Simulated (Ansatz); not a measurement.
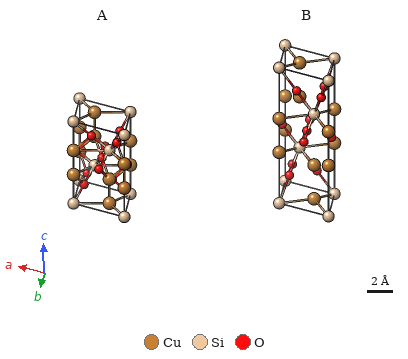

Two geometries of a crystal of Cu₂SiO₃ (built on the Li2GaCu3-166 type type), drawn at one scale. One is the start of a relaxation, the other its converged end. A ball-and-stick model of the conventional cell (3 times the calculation's cell), seen from a free direction. Lengths and directions refer to the drawn axes.

The calculation used Ansatz, DFT, PBEsol, plane waves, PAW. (plane-wave cutoff 420 eV; k-point mesh 6 × 6 × 6; occupations fermi dirac; smearing width 0.03 eV; no spin polarisation; cell and atoms relaxed; force threshold 0.01 eV/Å; at most 120 steps)

**Which one is relaxed?**

Structure A is the relaxed one. The largest moves relative to the cell, 0.16 Å, are those of Cu atoms. O and Si stay in place. The drawn cell changes as follows: a = b 5.015 → 5.166 Å (+3.0 %), c 12.056 → 7.289 Å (−39.5 %); the volume changes by −35.8 %. Among the contacts that change: Cu–O 2.901 → 2.017 Å, Cu–Cu 3.009 → 2.145 Å, O–Si 2.477 → 1.924 Å, Cu–Si 2.939 → 2.986 Å. Among the angles between lasting bonds that change: Cu–Si–Cu 117.1° → 119.8°, Si–Cu–Si 117.1° → 119.8°, Cu–Si–Cu 62.9° → 60.2°. The space group stays R-3m (No. 166). After 11 accepted moves (14 points after the start) the energy has fallen by 1677 meV per atom. The largest force component goes from 0.026 to 0.0015 eV/Å. Pressure: −25.29 GPa at the start and −0.01 GPa at the end. The line search rejected the trial step at point 9 of the run. At 2 points the geometry stayed and the basis and grid were re-selected for the new cell (energy shift of 1.7 meV per atom at most each time).
